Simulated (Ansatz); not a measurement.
```xyz
7

Cl    0.1057    1.2534   -1.7055
F     0.0495   -1.0419    1.6711
F    -1.7442   -0.0884    0.1329
F     0.1503   -1.5439   -0.8250
F     1.8923    0.0096    0.2599
F    -0.0021    1.4651    1.2178
Mo    0.0747   -0.0152    0.1608
```

Geometry: PBE0-D4/def2-SVP; core potentials replace the inner electrons of Mo.

Level of theory: isolated molecule in a Gaussian basis; Kohn-Sham density functional theory, functional PBE0 (Ansatz 0.2.0).

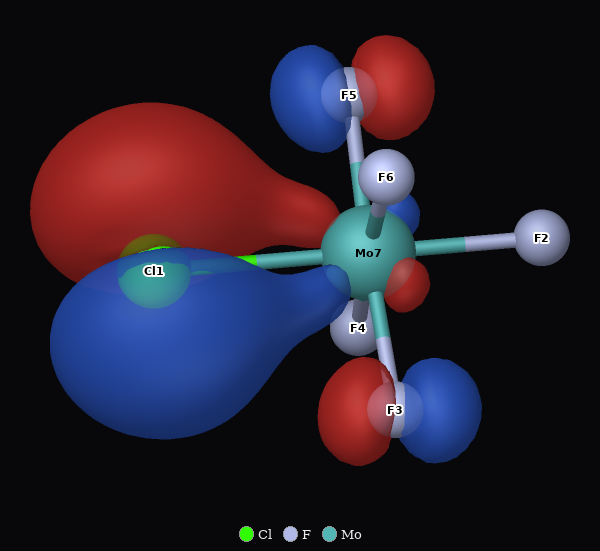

ClF$_{5}$Mo (SMILES [F][Mo]([F])([F])([F])([F])[Cl]). The HOMO at ±0.1 Å⁻³ᐟ² (blue and red are the two phases), seen at a tilt.

Describe this orbital and give its energy.

By Hirshfeld shares it lies mainly on Cl1 (about 80 %); largely a lone pair of Cl1. It is one of a degenerate set, so its orientation is arbitrary. Its energy is −10.75 eV.
